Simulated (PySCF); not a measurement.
**C$_{2}$H$_{7}$F$_{3}$OSi$_{2}$: density, localisation and related maps**

The calculation's input:

```
{"job": {"kind": "nmr", "xc": "PBE0", "basis": "pcSseg-1"}, "charge": 0, "multiplicity": 1}
F      2.176054    -1.548266     0.086153
C      2.100587    -0.301014    -0.393856
F      1.986108    -0.414001    -1.723083
F      3.226586     0.325842    -0.119748
O      1.090685     0.387454     0.144068
C     -0.240701    -0.147284    -0.071897
Si    -0.975097    -0.611708     1.621842
Si    -1.224612     1.143972    -1.066942
H     -0.187535    -1.068682    -0.677717
H     -1.149701     0.618224     2.447747
H     -2.306607    -1.248249     1.387734
H     -0.063559    -1.565814     2.316052
H     -1.380585     2.384618    -0.253450
H     -2.572428     0.577187    -1.373905
H     -0.494694     1.450441    -2.330521
```

Launched as:

```sh
OMP_NUM_THREADS=1 python probes_run.py task.json out
```

Geometry: PBE0-D3(BJ)/def2-SVP.

These are results of PBE0/pcSseg-1, SCF density, gas phase, non-relativistic in PySCF 2.14.0, not measurements.

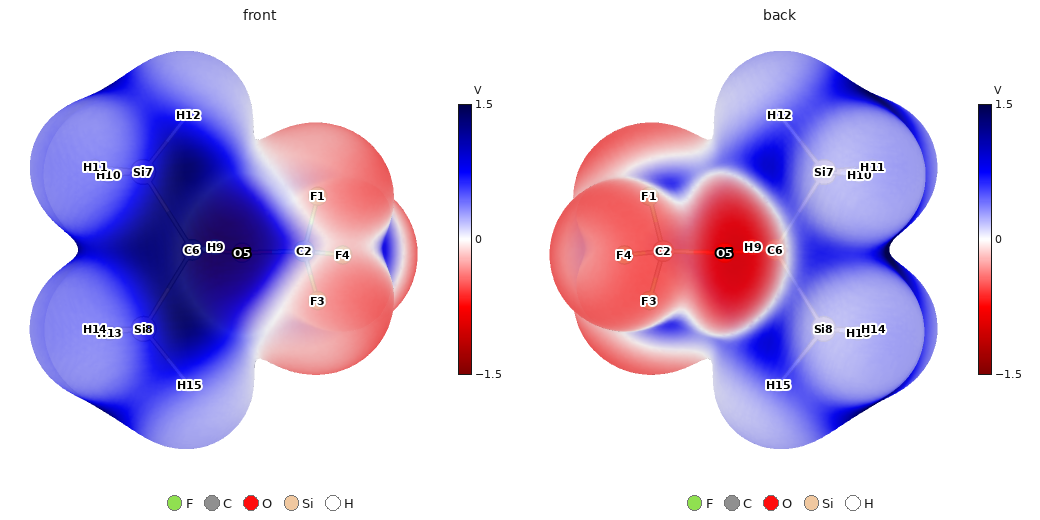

Figure 1. The molecular electrostatic potential painted on the density surface at 0.002 e/bohr³, seen from the front and from behind; the colour scale runs from red (negative) to blue (positive).

Which sites attract a positive test charge, and which a negative one?

A positive charge is drawn to the negative regions and a negative charge to the positive ones. The most negative region (about −0.8 V) lies over O5, the most positive (about +1.4 V) over Si7 and Si8.

What dipole moment does the calculation give?

Its dipole moment is 2.01 D.

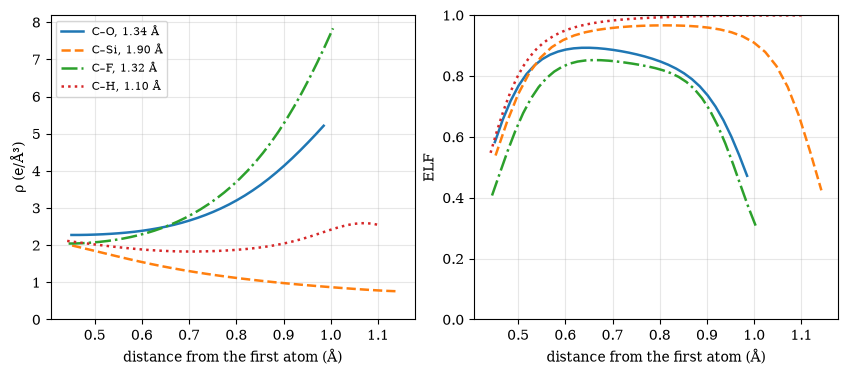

Figure 2. Electron density and ELF along straight lines between neighbouring atoms. The curves leave out the atomic cores.

What kind of bonding do the profiles show?

C–O (1.34 Å): the density is about 2.5 e/Å³ at the midpoint; the ELF peaks at about 0.90 between the atoms, as expected for a shared but strongly polarised pair.
C–Si (1.90 Å): ρ is about 0.92 e/Å³ halfway; the ELF peaks at about 0.95 between the atoms (localised, covalent bonding).
C–F (1.32 Å): ρ at the midpoint is about 2.5 e/Å³; the ELF peaks at about 0.85 between the atoms (a polar covalent bond).
C–H (1.10 Å): ρ at the midpoint is about 1.9 e/Å³; the ELF climbs to about 1 towards the hydrogen, as it does in any bond to H (an ordinary covalent bond to hydrogen).
